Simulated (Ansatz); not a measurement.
**SiCl2 (SMILES Cl[Si]Cl): FCI/STO-3G**

Aim: the vertical singlet–triplet gap of SiCl2 at FCI/STO-3G, from 2 runs. 

Program for the calculation: Ansatz 0.2.0.

39 further runs of the same task are left out: 5 that didn't finish, 34 set aside as unsound or not needed.

## (1) The structure to begin with

The species is SiCl2 (3 atoms), meant as a singlet with charge 0. As SMILES, `Cl[Si]Cl`. Geometry: relaxed at PBE0-D4/def2-TZVP.

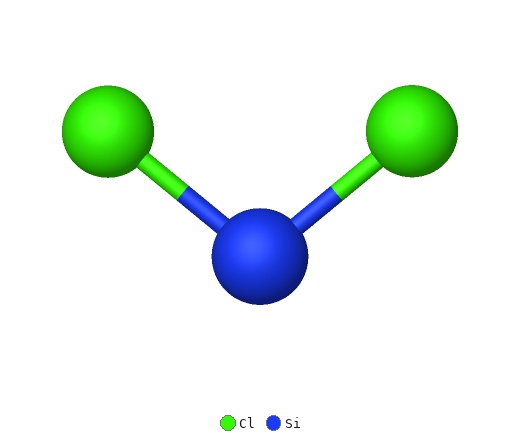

Viewed from a chosen angle; chlorine green, silicon blue.

## (2) A single-point energy at FCI/STO-3G

molecule.yaml reads:

```yaml
crystal:
  periodic: [false, false, false]
  atoms:
    - symbol: Cl
      position_ang: [0.293800, 1.603800, 0.338000]
    - symbol: Si
      position_ang: [-0.770100, -0.010400, -0.422000]
    - symbol: Cl
      position_ang: [0.476300, -1.593400, 0.084000]
basis:
  gaussian:
    orbitals: STO-3G
correlation:
  method: fci
  frozen_orbitals: {Cl: 5, Si: 5}
accuracy: high
```

Started as:

```
ansatz run molecule.yaml --threads 1 --pin off --max-ram 2610MiB --events-out events.jsonl --progress --plain --runs-dir runs
```

Log:

```text
Warning: RAYON_NUM_THREADS=1 ignored (pool sized by the plan → 1); use --threads N
Functional definition: HF
  name "HF"
  exchange = exact_x
  correlation = 0
481 factors; integrals over basis functions are off by at most 1.5e-8 eV
mean field evaluation 1: about -32511.4528 eV, gradient 1.7e1 eV
mean field evaluation 2: about -32511.5029 eV, gradient 1.7e1 eV
mean field evaluation 4: about -32513.3646 eV, gradient 6.2e-1 eV
mean field evaluation 8: about -32513.3672 eV, gradient 7.9e-6 eV
mean field -32513.36720164 eV, -1194.8442063083 hartree, gradient 6.7e-9 eV, S^2 0.000000; 0 other end points of the search recorded, 0 dependent functions left out
15 core orbitals not correlated: weight in the atoms' cores, before any rotation towards them, 1.000 or more for the frozen orbitals, at most 0.000 for the correlated occupied ones
reference -32513.36720164 eV, -1194.8442063083 hartree; 9, 9 occupied and 3, 3 virtual orbitals, 481 factors
state -32514.81896603 eV, -1194.8975576659 hartree
Total energy: -32514.81896603 eV, -1194.8975576659 hartree
```

It took 0.5 s on 1 thread of Arm Neoverse V1, shared host.

## (3) The triplet at the same level

input.yaml reads:

```yaml
basis:
  gaussian:
    orbitals: STO-3G
crystal:
  periodic: [false, false, false]
  atoms:
    - {symbol: Cl, position_ang: [0.293800, 1.603800, 0.338000]}
    - {symbol: Si, position_ang: [-0.770100, -0.010400, -0.422000]}
    - {symbol: Cl, position_ang: [0.476300, -1.593400, 0.084000]}
magnetization:
  spin_polarized: true
  initial_magnetization: 2
correlation:
  method: fci
  frozen_orbitals: {Cl: 5, Si: 5}
accuracy: high
```

Started as:

```
ansatz run input.yaml --threads 1 --pin off --max-ram 2610MiB --events-out events.jsonl --progress --plain --runs-dir runs
```

Log:

```text
Warning: RAYON_NUM_THREADS=1 ignored (pool sized by the plan → 1); use --threads N
[... 4 set-up lines as earlier in the session ...]
481 factors; integrals over basis functions are off by at most 1.5e-8 eV
mean field evaluation 1: about -32509.9030 eV, gradient 1.0e1 eV
mean field evaluation 2: about -32509.9597 eV, gradient 9.9e0 eV
mean field evaluation 4: about -32511.2209 eV, gradient 9.8e-1 eV
mean field evaluation 8: about -32511.2527 eV, gradient 1.6e-2 eV
mean field -32511.25274773 eV, -1194.7665015606 hartree, gradient 6.6e-8 eV, S^2 2.002058; 0 other end points of the search recorded, 0 dependent functions left out
mean field evaluation 16: about -32511.2399 eV, gradient 1.3e-1 eV
15 core orbitals not correlated: weight in the atoms' cores, before any rotation towards them, 1.000 or more for the frozen orbitals, at most 0.000 for the correlated occupied ones
reference -32511.23989650 eV, -1194.7660292864 hartree; 10, 8 occupied and 2, 4 virtual orbitals, 481 factors
state -32512.19270384 eV, -1194.8010443102 hartree
Total energy: -32512.19270384 eV, -1194.8010443102 hartree
```

Wall time 0.48 s (1 thread of Arm Neoverse V1, shared host).

## (4) Results

Level: FCI/STO-3G, 15 core orbitals frozen.

| quantity | value |
| --- | --- |
| singlet: total energy | -1194.89756 Eh |
| singlet: correlation energy (15 core orbitals frozen) | -53.4 mEh |
| triplet: total energy | -1194.80104 Eh |
| triplet: correlation energy (15 core orbitals frozen) | -35.0 mEh |
| vertical energy of the triplet above the singlet | 2.626 eV |

What this shows: At this shape the triplet lies 2.63 eV (253 kJ/mol) above the singlet. In a minimal basis such a difference can be off by several eV, whatever the method.
